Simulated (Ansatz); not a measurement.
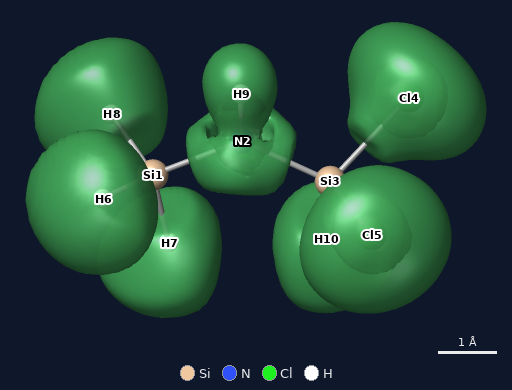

Figure. Cl₂H₅NSi₂. Isosurface of the electron localisation function at 0.75 (green), seen across its widest extent. Core shells and regions of very low density are left out.

Geometry: PBE0-D4/def2-TZVP.

Theory: Ansatz 0.2.0, RKS PBE0-D4/def2-TZVPP.

```xyz
10

Si   -0.4326    1.5427   -0.2082
N     0.5955    0.1637    0.0252
Si    0.1449   -1.4692    0.1252
Cl    1.4489   -2.6238   -0.9469
Cl    0.1883   -2.1802    2.0462
H    -0.4463    2.4217    0.9901
H    -1.7970    1.0199   -0.4606
H     0.0288    2.3496   -1.3674
H     1.5736    0.3596    0.1951
H    -1.2209   -1.6351   -0.3958
```

Question: Where are the electrons localised?

Answer: The ELF exceeds this value in four regions around hydrogen nuclei, two regions on Cl in which the atom's valence shell and bonds are merged and one joined region spread over several atoms (H, N), in which their bonds and any lone pairs are merged.

Values along the shortest contacts:
Si–N (1.70 Å): the ELF peaks at about 0.90 between the atoms; a shared but strongly polarised pair. Si–Cl (2.05 Å): the ELF peaks at about 0.85 between the atoms (a polar covalent bond).
